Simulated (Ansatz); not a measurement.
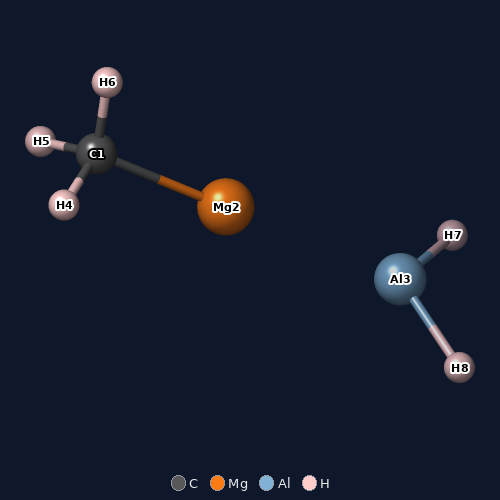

The system is CH₅AlMg; the picture shows the grid point nearest to the relaxed geometry. 
- Two internal coordinates are moved rigidly from the geometry relaxed at PBE0-D4/def2-TZVP, all others fixed.
- The first coordinate is: bond Al3–H8; the second: bond C1–Mg2.
- Grid: 7 × 7 points.
- Points are written as (first, second).
- All energies are given in kcal/mol relative to the lowest grid point.
- Method: RKS PBE0-D4/def2-TZVPP (Ansatz 0.2.0).

Its coordinates:

| atom | x (Å) | y (Å) | z (Å) |
| --- | --- | --- | --- |
| C | -1.1056 | 1.6888 | -0.7195 |
| Mg | -0.0602 | 0.0903 | -0.0347 |
| Al | 1.3569 | -2.0731 | 0.8842 |
| H | -1.9684 | 1.3841 | -1.3217 |
| H | -0.4891 | 2.3391 | -1.3497 |
| H | -1.4893 | 2.3074 | 0.0991 |
| H | 2.8375 | -1.9728 | 1.4911 |
| H | 0.8106 | -3.5310 | 0.8706 |

Range: bond Al3–H8 from 1.315 to 2.325 Å; bond C1–Mg2 from 1.713 to 3.029 Å.

What will the energy surface look like?

Answer. The lowest grid point is at (1.557 Å, 2.029 Å). No other kind of well shows on this grid. The highest grid point, (2.325 Å, 3.029 Å), lies 68.2 kcal/mol above the lowest. Round the minimum the two coordinates are nearly uncoupled.

| bond C1–Mg2 ↓, bond Al3–H8 → | 1.315 | 1.413 | 1.557 | 1.725 | 1.911 | 2.112 | 2.325 |
| --- | --- | --- | --- | --- | --- | --- | --- |
| 3.029 | 53.0 | 42.1 | 36.0 | 37.7 | 45.1 | 55.8 | 68.2 |
| 2.751 | 40.0 | 29.0 | 22.9 | 24.6 | 31.9 | 42.6 | 55.0 |
| 2.490 | 28.2 | 17.2 | 11.0 | 12.6 | 19.9 | 30.5 | 42.8 |
| 2.248 | 19.2 | 8.2 | 1.9 | 3.5 | 10.7 | 21.3 | 33.5 |
| 2.029 | 17.3 | 6.3 | 0.0 | 1.5 | 8.6 | 19.1 | 31.2 |
| 1.841 | 27.0 | 15.9 | 9.5 | 10.9 | 18.0 | 28.4 | 40.4 |
| 1.713 | 44.9 | 33.8 | 27.4 | 28.7 | 35.7 | 46.0 | 58.0 |

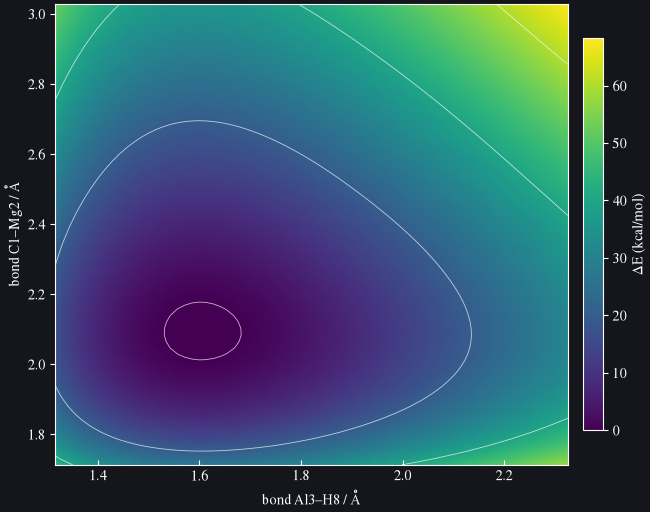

The picture shows a smooth colour map with a few white contour lines. Between grid points the surface is interpolated.

Each point was launched as `ansatz run in.yaml --threads 2 --pin off --events-out ev --progress --plain --max-ram 4352MiB`.
